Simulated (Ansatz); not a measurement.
# BeH2 (model cell, started as fluorite): a soft mode frozen in

Wanted: the energy along a soft mode of BeH2 (model cell, started as fluorite) and the structure at the end.

Program: Ansatz 0.2.0. Level of theory: DFT PBEsol, scalar-relativistic, plane waves, PAW. Results are calculated unless marked as measured.

The structure was built from a prototype and need not be the compound's stable phase.

**1. The structure**

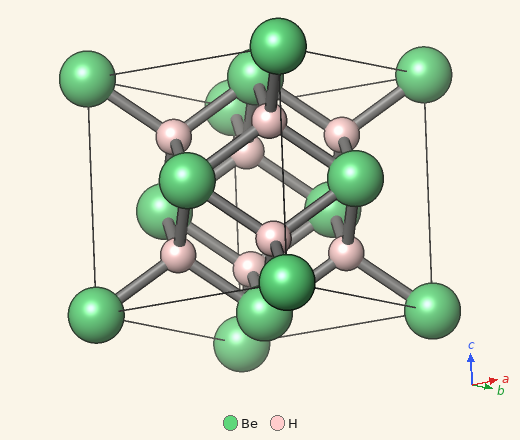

The cell as given, from a free direction (beryllium green, hydrogen pink). This picture shows the conventional cell, with its axes. Some periodic images of atoms are drawn too.

As a file:

```cif
data_structure
_symmetry_space_group_name_H-M 'P 1'
_symmetry_Int_Tables_number 1
_cell_length_a 2.7852
_cell_length_b 2.7852
_cell_length_c 2.7852
_cell_angle_alpha 60.000
_cell_angle_beta 60.000
_cell_angle_gamma 60.000
_cell_volume 15.28
loop_
_atom_site_label
_atom_site_type_symbol
_atom_site_fract_x
_atom_site_fract_y
_atom_site_fract_z
_atom_site_occupancy
Be1 Be 0.00000 0.00000 0.00000 1
H2 H 0.25000 0.25000 0.25000 1
H3 H 0.75000 0.75000 0.75000 1
```

**2. The dispersion**

The cell comes from relaxations at this level that are not shown. Stability and thermal properties need the whole zone. Linear response on a 4×4×4 q mesh gives force constants as far as a supercell of that size would.

The input, input.yaml:

```yaml
crystal:
  lattice:
    - [0.0, 1.9694231691, 1.9694231691]
    - [1.9694231691, 0.0, 1.9694231691]
    - [1.9694231691, 1.9694231691, 0.0]
  atoms:
    - { symbol: Be, position: [0.0, 0.0, 0.0] }
    - { symbol: H, position: [0.25, 0.25, 0.25] }
    - { symbol: H, position: [0.75, 0.75, 0.75] }
kpoints:
  mp_grid: { grid: [16, 16, 16] }
hamiltonian:
  xc: pbesol
scf:
  occupations: { method: methfessel_paxton, width: 0.15 }
output:
  eigenvalues: true
phonons:
  method: dfpt
  qmesh: [4, 4, 4]
  temperatures: { t_max: 1000, t_step: 50 }
  qpath:
    path:
      - [[0.0, 0.0, 0.0], [0.5, 0.0, 0.5], [0.625, 0.25, 0.625]]
      - [[0.375, 0.375, 0.75], [0.0, 0.0, 0.0], [0.5, 0.5, 0.5], [0.5, 0.25, 0.75], [0.5, 0.0, 0.5]]
    npoints: 10
```

Run with:

```sh
$ ansatz run input.yaml --threads 4 --pin off --max-ram 7168MiB --backend cpu --events-out ev --progress --plain --runs-dir out
```

Numbers of over 12 decimals in the logs are rounded to 6 here.

The program printed:

```text
Warning: phonons: the dynamical matrix that this run interpolates holds no multipole term above the dipole-dipole one, and a site of this crystal is no centre of inversion, so its interpolated transverse optical and acoustic branches and sound speeds can stay off near Gamma, and the density of states and the thermodynamics with them. What a run solves at a wave vector of phonons.qpoints, Gamma apart, where the deck admits one, is free of this, and under fd what a larger phonons.supercell samples
Engine: ansatz 0.2.0, aarch64-unknown-linux-gnu
Pseudopotentials: kind: paw
Pseudopotential: Be, paw, valence charge 2, recommended cutoff 420 eV (normal), Be.paw.azcp
Pseudopotential: H, paw, valence charge 1, recommended cutoff 420 eV (normal), H.paw.azcp
Functional definition: PBEsol
  exchange = pbesol_x
  correlation = pbesol_c
Crystal: 3 atoms, lattice volume = 15.277 Å³
Basis set: ecut = 420 eV, 307 PW (Γ), exchange–correlation on 40×40×40 points (8 copies of the dense FFT grid, shifted against one another)
Bands: 6, of which v1, the nominal top of the filled ones, is band 2 counted from 1 (1 counted from 0)
Symmetry: 48 space group operations
k-points: 145 of 4096
Non-local potential: Be, projectors of the file, l = 0: 2, l = 1: 2, l = 2: 1
Non-local potential: H, projectors of the file, l = 0: 2, l = 1: 1
PAW form: soft (Blöchl's): semilocal exchange-correlation on the pseudo side does not see the compensation charge
PAW frozen core: Be, regenerated for the run's functional, and the local potential with it (the file was generated under x = pbe(κ = 0.804, μ = 0.219515), c = pbe(β = 0.066725))
PAW one-centre angular grid: Be, 110 points (default); XC on 64 Gauss nodes
PAW one-centre angular grid: H, 110 points (default); XC on 64 Gauss nodes
Initial density: superposition of atomic densities (neutral atoms: chi_scale 0, normalization atom), corrected by the library's trained network
Initial wavefunctions: pseudopotential atomic-orbital guess
Functional: x = pbesol(κ = 0.804, μ = 0.123457), c = pbesol(β = 0.046)
SCF iter   1: F=—  HF=-120.454554 eV  |F-HF|=—  |Δ(HF+E_count)|=         —  Δρ=6.58e-3  dr2=4.74e-3  ethr=1.77e-3  ⟨swp⟩=5.0  Hψ=7471  notcnv=0
preconditioner: auto → none  [metal: Δε(μ)=0.015 eV  Ē_g=14.024 eV  σ=0.150 eV  W_gap=0.08  n_scr=0 (ndim 8)  ℏωp=19.0 eV  f_vac=0.000  D(μ)=0.46/eV (n_scr^D=0)]
SCF iter   2: F=—  HF=-120.454331 eV  |F-HF|=—  |Δ(HF+E_count)|=   2.23e-4  S|Δr|=    0.00e0  Δρ=2.79e-3  dr2=9.27e-4  ethr=1.19e-4  ⟨swp⟩=1.0  Hψ=2030  notcnv=0
SCF iter   3: F=—  HF=-120.454303 eV  |F-HF|=—  |Δ(HF+E_count)|=   2.76e-5  S|Δr|=    0.00e0  Δρ=1.03e-4  dr2=1.25e-6  ethr=2.32e-5  ⟨swp⟩=1.0  Hψ=852  notcnv=0
SCF iter   4: F=—  HF=-120.454303 eV  |F-HF|=—  |Δ(HF+E_count)|=   3.30e-7  S|Δr|=    0.00e0  Δρ=1.48e-5  dr2=2.78e-8  ethr=3.12e-8  ⟨swp⟩=2.1  Hψ=1123  notcnv=0
SCF iter   5: F=—  HF=-120.454303 eV  |F-HF|=—  |Δ(HF+E_count)|=   1.05e-7  S|Δr|=    0.00e0  Δρ=3.18e-6  dr2=8.16e-10  ethr=6.94e-10  ⟨swp⟩=2.0  Hψ=1136  notcnv=0
SCF iter   6: F=-120.454303 eV  HF=-120.454303 eV  |F-HF|=1.82e-12  |Δ(HF+E_count)|=  2.14e-10  S|Δr|=    0.00e0  Δρ=3.31e-7  dr2=7.92e-12  ethr=1.00e-12  ⟨swp⟩=4.3  Hψ=3247  notcnv=0
SCF 1 converged in 6 iterations: F = -120.454303 eV  dr2 = 7.92e-12
  greatest PAW one-centre occupation: 0.341 electrons in one spin orbital (limit 2), on the H atom at site 2 (counted from 0), in its partial waves of l = 0
Initial density: read from a saved state, or passed on in memory by an earlier SCF of this step, an earlier step, the calling program or the single point that the run made first
iter 1 solved again at ethr=6.23e-9 eV; its pass at ethr=3.10e-3 eV (dr2=2.49e-7 eV) is discarded
SCF iter   1: F=—  HF=-120.454303 eV  |F-HF|=—  |Δ(HF+E_count)|=         —  Δρ=2.58e-7  dr2=4.27e-12  ethr=6.23e-9  ⟨swp⟩=3.1  Hψ=10107  notcnv=0
eigensolver tolerance schedule: the retry pair's looser diagonalisation over-reported the residual by 58306.44 of it (diagonalisation noise at 0.13 of the residual, at the tolerance the schedule requests for it); recorded, not acted on — ethr = c·dr2/N_el stays at c = 1.0e-1
preconditioner: auto → none  [metal: Δε(μ)=0.015 eV  Ē_g=14.027 eV  σ=0.150 eV  W_gap=0.08  n_scr=0 (ndim 8)  ℏωp=19.0 eV  f_vac=0.000  D(μ)=0.46/eV (n_scr^D=0)]
SCF iter   2: F=-120.454303 eV  HF=-120.454303 eV  |F-HF|=5.40e-13  |Δ(HF+E_count)|=   1.33e-8  S|Δr|=    0.00e0  Δρ=1.79e-7  dr2=2.42e-12  ethr=1.00e-12  ⟨swp⟩=3.6  Hψ=3271  notcnv=0
SCF 2 converged in 2 iterations: F = -120.454303 eV  dr2 = 2.42e-12
phonons: the bands overlap, so this run is a metal and interpolates without the dipole-dipole term. If the crystal is really an insulator or semiconductor, its LO-TO splitting is missing
NSCF: frozen V_eff on 145 k-points
NSCF: frozen V_eff on 349 k-points
DFPT response loops at q = (0, 0, 0) (fractional): preconditioner auto → Kerker (q_TF=auto, 2.182 Å⁻¹) (partly filled bands, converged f_vac=0.000); β = 1.00, the filter's whole step (`scf.mixing.beta` (0.50) is not read by the response loops under this deck's `scf.mixing.preconditioner`; to damp them name `kerker` or `kerker_dos`, under which they read `scf.mixing.beta`, and type it under 1.00, their step now; both keys bind the ground state too); Broyden in place of MSR1
NSCF: frozen V_eff on 4352 k-points
DFPT response loops at q = (0, 0, 0.25) (fractional): mixed as the last ones told, above
NSCF: frozen V_eff on 2196 k-points
DFPT response loops at q = (0, 0, -0.5) (fractional): mixed as the last ones told, above
NSCF: frozen V_eff on 2320 k-points
DFPT response loops at q = (0, 0.25, 0.25) (fractional): mixed as the last ones told, above
NSCF: frozen V_eff on 8192 k-points
DFPT response loops at q = (0, 0.25, -0.5) (fractional): mixed as the last ones told, above
NSCF: frozen V_eff on 4352 k-points
DFPT response loops at q = (0, 0.25, -0.25) (fractional): mixed as the last ones told, above
NSCF: frozen V_eff on 1242 k-points
DFPT response loops at q = (0, -0.5, -0.5) (fractional): mixed as the last ones told, above
NSCF: frozen V_eff on 2320 k-points
DFPT response loops at q = (0.25, -0.5, -0.25) (fractional): mixed as the last ones told, above
SCF converged after 6 iterations
Stability not checked: this state was not tested for a lower state beside it, because cold or Methfessel-Paxton smearing, or corrected tetrahedra, fill the levels in a way that the test cannot read (fill_not_monotonic; see scf.lower_state_search)
Free energy (F): -120.454303 eV
Harris-Foulkes:  -120.454303 eV  (|F-HF|=1.82e-12)
Internal energy: -120.453699 eV  (E = F + TS)
E sigma→0 (E₀):  -120.454152 eV
Entropy (-TS):   -0.000604 eV (-0.201 meV/atom)
Fermi energy:    6.235849 eV
--- Per-component energies (eV) ---
  E_band       = -1.975212
  E_kinetic    = 47.721990
  E_local      = -17.127334  (includes V_loc(G=0)·N_el)
  E_nonlocal   = 6.714674
  E_hartree    = 3.593893
  E_xc         = -37.466956
  E_vxc        = -44.164159  (∫ρ·V_xc dr)
  E_paw        = -57.902434  (= ΣΔE_a)
  E_vpaw       = -2.305879  (= ΣTr[D̂ρ^β])
  E_aug_tail   = -0.002280  (compensation charges beyond the density's cutoff)
  E_ewald      = -65.994782
  E_core_change = 0.009531  (= ΣΔE_core)
  E_smearing   = -0.000604  (= −TS)
  E_closure    = -0.000000  (closes the sum)
  Σ components = -120.454303   (vs F -120.454303, Δ=0.00e0)
--- Band table (eV; the first three rows and the last of 145) ---
  k-point 0: bands = ["-7.7872", "10.3915", "15.7114", "15.7114", "15.7114", "21.2468"]
  k-point 1: bands = ["-7.6943", "10.0834", "15.1108", "15.5475", "15.5475", "21.5241"]
  k-point 2: bands = ["-7.4150", "9.0459", "14.3618", "15.1554", "15.1554", "22.1616"]
  k-point 144: bands = ["0.0460", "0.0460", "6.0352", "7.4231", "18.2996", "18.2996"]
--- Phonons (Γ-DFPT): 2 representative perturbations + reference (Σ response iterations 7) ---
  ASR residual: 1.502e-4 → 0.000e0 eV/Å²; symmetrization residual: 2.621e-8 eV/Å²
  ASR residual per site (eV/Å²): 1.53e-5 1.50e-4 1.50e-4
  Γ frequencies (cm⁻¹): 0.00 0.00 0.00 444.89 444.89 444.89 1218.36 1218.36 1218.36
--- Phonons (arbitrary-q DFPT): 8 irreducible q on the 4×4×4 mesh ---
  q = [0.0000, 0.0000, 0.0000] (star 1, of the zone-centre solve; hermiticity 1.72e-8, symmetrization 8.84e-15): -0.00 -0.00 0.00 444.89 444.89 444.89 1218.36 1218.36 1218.36
  q = [0.0000, 0.0000, 0.2500] (star 8, 2 solved perturbations on 2176 of 4096 k-point pairs; hermiticity 4.70e-9, symmetrization 1.22e-14): -70.36 -70.36 200.25 643.63 694.32 694.32 1115.19 1128.39 1128.39
  q = [0.0000, 0.0000, -0.5000] (star 4, 2 solved perturbations on 1098 of 4096 k-point pairs; hermiticity 7.29e-7, symmetrization 7.47e-7): 50.76 50.76 206.05 830.27 937.78 1016.50 1016.50 1022.73 1022.73
  q = [0.0000, 0.2500, 0.2500] (star 6, 4 solved perturbations in 3616 linear systems a pass and spin channel, the states on 1160 of 4096 k-point pairs; hermiticity 9.06e-9, symmetrization 5.88e-15): -341.53 -341.53 27.96 27.96 339.65 658.83 1158.33 1230.81 1230.81
  q = [0.0000, 0.2500, -0.5000] (star 24, 4 solved perturbations in 12544 linear systems a pass and spin channel, the states on 4096 of 4096 k-point pairs; hermiticity 5.92e-9, symmetrization 4.07e-10): -735.47 -393.70 -154.26 130.48 471.72 490.80 1214.86 1235.13 1293.25
  q = [0.0000, 0.2500, -0.2500] (star 12, 4 solved perturbations in 6672 linear systems a pass and spin channel, the states on 2176 of 4096 k-point pairs; hermiticity 5.26e-9, symmetrization 7.49e-15): -884.54 -164.93 -83.72 143.12 748.22 832.77 1004.29 1090.77 1286.36
  q = [0.0000, -0.5000, -0.5000] (star 3, 4 solved perturbations in 1940 linear systems a pass and spin channel, the states on 621 of 4096 k-point pairs; hermiticity 5.55e-10, symmetrization 3.99e-11): -1502.13 -774.51 -774.51 -207.46 -207.46 474.07 1321.68 1321.68 1356.75
  q = [0.2500, -0.5000, -0.2500] (star 6, 4 solved perturbations in 3498 linear systems a pass and spin channel, the states on 1160 of 4096 k-point pairs; hermiticity 6.97e-8, symmetrization 3.48e-8): -915.39 -863.27 -236.90 265.84 265.84 989.68 989.68 1353.12 1369.01
  sum rule: each row above includes the acoustic sum rule's correction from the zone centre's row sums; it moved no ω² by more than (6.37 cm⁻¹)²
  mesh force constants: q→R imaginary residual 1.70e-17; ASR residual 1.502e-4 → 0.000e0 eV/Å²; symmetrization residual 2.220e-15 eV/Å²
  interpolated dispersion: 62 rows × 9 modes
  density of states and harmonic sums: on the 28×28×28 q-mesh, interpolated from the force constants of a 4×4×4 supercell (no non-analytic term)
  largest difference from the sums on the solved wave vectors: F 6.94e-2 eV, S 9.71e-5 and C_V 2.75e-5 eV/K
  zero-point energy: 0.312536 eV/cell   skipped modes (ω ≤ 0): 1856, of them read as no rigid motion or as one in doubt: 1853 (3.008e0 modes/cell left out, lowest -1502.13 cm⁻¹)   left out of the sums: 3.34e-1 of the cell's modes: C_V's classical limit lies that fraction below 3 k_B per atom; for a crystal, a wire or a layer, F and S can be off by more, and a phonons.interpolated_qmesh denser along its periods is the remedy for the sampling
```

It took 44 s on 4 threads of Arm Neoverse V2, shared host; peak memory 1.1 GiB; 2.8 min of CPU time.

In the SCF lines HF is the Harris–Foulkes energy and dr2 the Hartree energy of the density residual, in eV; the loop may stop once dr2 is under the threshold and the program's other checks hold. Hψ counts applications of the Hamiltonian.

Numbers from this step:

| Quantity | Value |
| --- | --- |
| volume per atom | 5.092 Å³ |
| gap on the k-mesh | 0 eV |
| sum-rule residual before enforcement | 1.50e-4 eV/Å² |
| lowest frequency on the path | -1502 cm⁻¹ |
| point group | m-3m |
| highest frequency on the path or at a solved wavevector | 1369 cm⁻¹ |
| highest optical mode at the zone centre (no LO-TO term) | 1218 cm⁻¹ |
| lowest optical zone-centre mode | 444.9 cm⁻¹ |
| lowest mode on the q mesh (acoustic modes at Γ apart) | -1502 cm⁻¹ |

Frequencies (cm⁻¹) solved at each irreducible wavevector; negative means imaginary. Frequencies by wavevector, by row:

```tsv
q in reciprocal lattice units	star	mode 1	mode 2	mode 3	mode 4	mode 5	mode 6	mode 7	mode 8	mode 9
0 0 0	1	0	0	0	444.9	444.9	444.9	1218	1218	1218
0 0 0.25	8	-70.4	-70.4	200.2	643.6	694.3	694.3	1115	1128	1128
0 0 -0.5	4	50.8	50.8	206.1	830.3	937.8	1016	1016	1023	1023
0 0.25 0.25	6	-341.5	-341.5	28	28	339.6	658.8	1158	1231	1231
0 0.25 -0.5	24	-735.5	-393.7	-154.3	130.5	471.7	490.8	1215	1235	1293
0 0.25 -0.25	12	-884.5	-164.9	-83.7	143.1	748.2	832.8	1004	1091	1286
0 -0.5 -0.5	3	-1502	-774.5	-774.5	-207.5	-207.5	474.1	1322	1322	1357
0.25 -0.5 -0.25	6	-915.4	-863.3	-236.9	265.8	265.8	989.7	989.7	1353	1369
```

Interpolated from a 4×4×4 q mesh. The phonon branches at the labelled points (cm⁻¹):

```tsv
point	branch 1	branch 2	branch 3	branch 4	branch 5	branch 6	branch 7	branch 8	branch 9
Γ	0	0	0	445	445	445	1218	1218	1218
X	-1502	-774	-774	-208	-208	474	1322	1322	1357
U	-1119	-533	-151	-132	399	476	1253	1282	1354
jump to K	-1119	-533	-151	-132	399	476	1253	1282	1354
Γ	0	0	0	445	445	445	1218	1218	1218
L	51	51	206	830	938	1016	1016	1023	1023
W	-915	-863	-237	266	266	990	990	1353	1369
X	-1502	-774	-774	-208	-208	474	1322	1322	1357
```

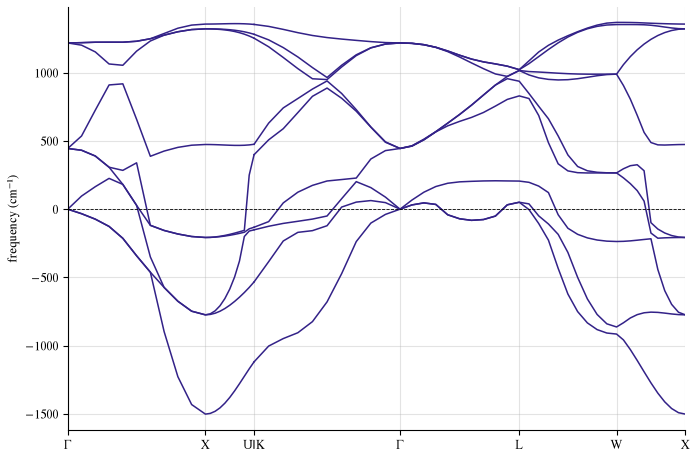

Phonon branches along the path.

Symmetry leaves 8 wavevectors to solve. The lowest mode among them, the acoustic zeros apart, lies at q = (0, -0.5, -0.5) and is imaginary, 1502.1i cm⁻¹, so the energy falls along it.

**3. The mode frozen in, largest atomic shift 0 Å**

The mode followed lies at q = (0, -0.5, -0.5) with frequency 1502.1i cm⁻¹, the softest among the wavevectors solved. At small amplitude the distorted cell has space group no. 137 by a symmetry search on the positions. The undistorted cell that holds it gives the zero of energy on the same k mesh.

System of this step: BeH2 (model cell, started as fluorite). Symmetry: Fm-3m, No. 225, cubic system. Conventional cell: a = 3.939 Å, b = 3.939 Å, c = 3.939 Å, α = 90.00°, β = 90.00°, γ = 90.00°. Nearest to Be lie 8 H at 1.71 Å. Nearest to H lie 4 Be at 1.71 Å. Farther neighbours are not listed.

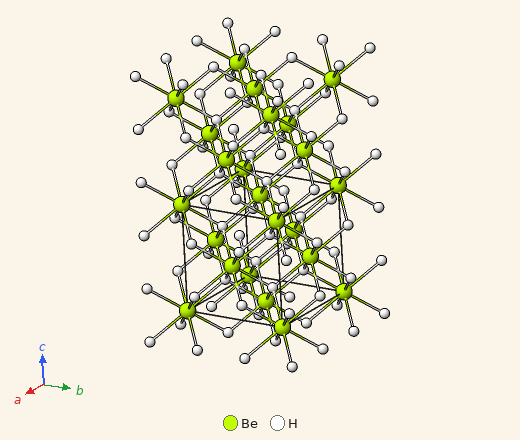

The cell of this step (beryllium green, hydrogen white). 1×1×2 conventional cells are drawn. Some periodic images of atoms are drawn too.

The input, input.yaml:

```yaml
crystal:
  lattice:
    - [0.0, -1.9694231691, -1.9694231691]
    - [0.0, 1.9694231691, -1.9694231691]
    - [3.9388463383, 0.0, 0.0]
  atoms:
    - { symbol: Be, position: [0.0, 0.0, 0.0] }
    - { symbol: Be, position: [0.5, 0.5, 0.5] }
    - { symbol: H, position: [0.0, 0.5, 0.75] }
    - { symbol: H, position: [0.5, 0.0, 0.25] }
    - { symbol: H, position: [1.0, 0.5, 0.25] }
    - { symbol: H, position: [0.5, 0.0, 0.75] }
kpoints:
  mp_grid: { grid: [12, 12, 8] }
hamiltonian:
  xc: pbesol
scf:
  occupations: { method: methfessel_paxton, width: 0.15 }
output:
  forces: true
  stress: true
  eigenvalues: true
```

The program printed:

```text
[...]
Crystal: 6 atoms, lattice volume = 30.555 Å³
Basis set: ecut = 420 eV, 609 PW (Γ), exchange–correlation on 40×40×54 points (8 copies of the dense FFT grid, shifted against one another)
Bands: 10, of which v1, the nominal top of the filled ones, is band 4 counted from 1 (3 counted from 0)
Symmetry: 32 space group operations
[...]
k-points: 140 of 1152
[...]
Internal energy: -240.910998 eV  (E = F + TS)
E sigma→0 (E₀):  -240.912032 eV
Entropy (-TS):   -0.001379 eV (-0.230 meV/atom)
Fermi energy:    6.304909 eV
[...]
--- Stress (GPa, compression-positive) ---
        0.920749      -0.000000       0.000000
       -0.000000      -0.674361       0.000000
        0.000000       0.000000      -0.674361
  P = ⅓ Tr σ = -0.1427 GPa (-1.427 kbar)
--- Band table (eV; the first three rows and the last of 140) ---
[...]
[key lines of the parts left out:]
SCF converged after 5 iterations
Free energy (F): -240.912376 eV
```

Elapsed: 0.58 s, on 4 threads; peak memory 0.31 GiB; 1.9 s of CPU time.

This step gave:

- pressure: -0.1427 GPa
- energy from the undistorted cell: 0 meV/atom

The run ends at a pressure of -0.14 GPa.

**4. The mode frozen in, largest atomic shift 0.45 Å**

The atoms are moved along the unstable eigenvector, the largest shift by 0.45 Å, with the cell fixed.

input.yaml, the sections that differ from step 3:

```yaml
crystal:
  lattice:
    - [0.0, -1.9694231691, -1.9694231691]
    - [0.0, 1.9694231691, -1.9694231691]
    - [3.9388463383, 0.0, 0.0]
  atoms:
    - { symbol: Be, position: [0.0, 0.0, 0.0] }
    - { symbol: Be, position: [0.5, 0.5, 0.5] }
    - { symbol: H, position: [0.0, 0.5, 0.6357533497] }
    - { symbol: H, position: [0.5, 0.0, 0.3642466503] }
    - { symbol: H, position: [1.0, 0.5, 0.1357533497] }
    - { symbol: H, position: [0.5, 0.0, 0.8642466503] }
# kpoints, hamiltonian, scf, output: as in step 3
```

The program printed:

```text
[...]
Crystal: 6 atoms, lattice volume = 30.555 Å³
Basis set: ecut = 420 eV, 609 PW (Γ), exchange–correlation on 40×40×54 points (8 copies of the dense FFT grid, shifted against one another)
Bands: 10, of which v1, the nominal top of the filled ones, is band 4 counted from 1 (3 counted from 0)
Symmetry: 16 space group operations
[...]
k-points: 140 of 1152
[...]
atom   5  H      0.15685242     0.00000000    -0.00000000
  atom   6  H     -0.15685242    -0.00000000     0.00000000
  max |Σ_I F_I| component: 1.94e-16 eV/Å
--- Stress (GPa, compression-positive) ---
       36.329718      -0.000000      -0.000000
       -0.000000      -4.706628       0.000000
       -0.000000       0.000000      -4.706628
  P = ⅓ Tr σ = 8.9722 GPa (89.722 kbar)
--- Band table (eV; the first three rows and the last of 140) ---
[...]
[key lines of the parts left out:]
SCF converged after 5 iterations
Free energy (F): -241.602365 eV
Fermi energy:    5.463647 eV
```

Wall time 0.68 s (4 threads); peak memory 0.31 GiB.

This step gave:

- pressure: 8.972 GPa
- energy from the undistorted cell: -115.1 meV/atom

The energy, extrapolated to zero smearing, is -115.07 meV/atom against the undistorted cell.

The run ends at a pressure of 8.97 GPa, with forces up to 0.16 eV/Å.

**5. Energy along the mode, all amplitudes (two of the runs are shown above)**

An imaginary frequency means negative curvature, so the energy should fall and then rise again as anharmonic terms take over.

This step gave:

| Item | Value |
| --- | --- |
| depth at the lowest point sampled | 115.1 meV/atom |
| largest atomic shift at that point | 0.45 Å |

Table of energy from the parent by largest atomic shift:

```tsv
largest atomic shift (Å)	energy from the parent (meV/atom)
0.000	0
0.040	-3.71
0.080	-14.7
0.140	-39.7
0.220	-73.8
0.320	-107
0.450	-115
0.600	-71.2
```

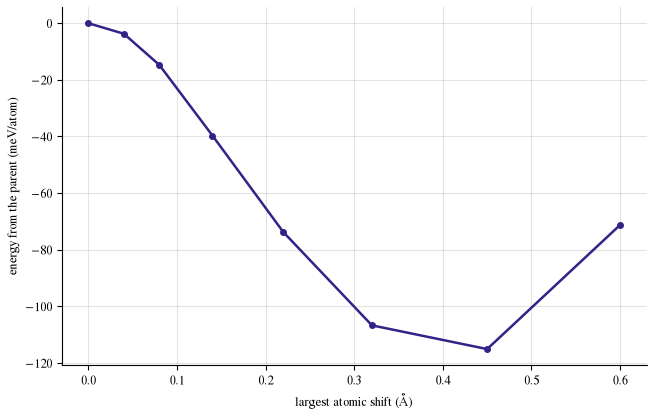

Energy from the parent against largest atomic shift.

Displacement at unit largest shift by atom:

```tsv
atom	x (Å)	y (Å)	z (Å)	size
Be1	0.00	0.00	0.00	0.00
Be2	0.00	0.00	0.00	0.00
H3	-1.00	0.00	0.00	1.00
H4	1.00	0.00	0.00	1.00
H5	-1.00	0.00	0.00	1.00
H6	1.00	0.00	0.00	1.00
```

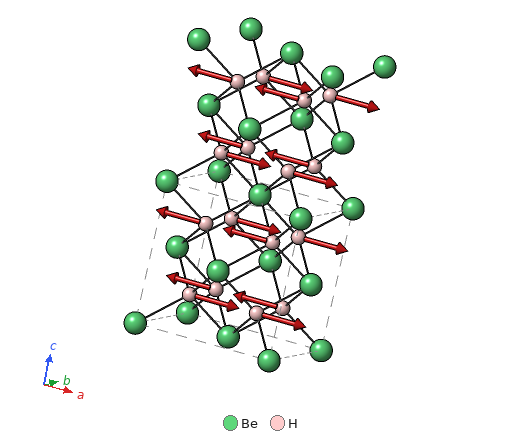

Displacement at unit largest shift as arrows, the longest 1 Å. 1×1×2 conventional cells are drawn. Some periodic images of atoms are drawn too.

The lowest of the steps tried is at 0.45 Å, 115 meV/atom below the parent; the bottom of the well need not coincide with a step.

[end of part 1 of 3]

[Logs are printed without paths, hosts, clocks, repeated set-up lines and the standing remarks that a program may print on its own settings, such as how far it seeks lower states.]

[Hosts, paths, dates, database ids (printed as entryN), source tags and the programs' standing remarks are cut or masked in the printed files.]
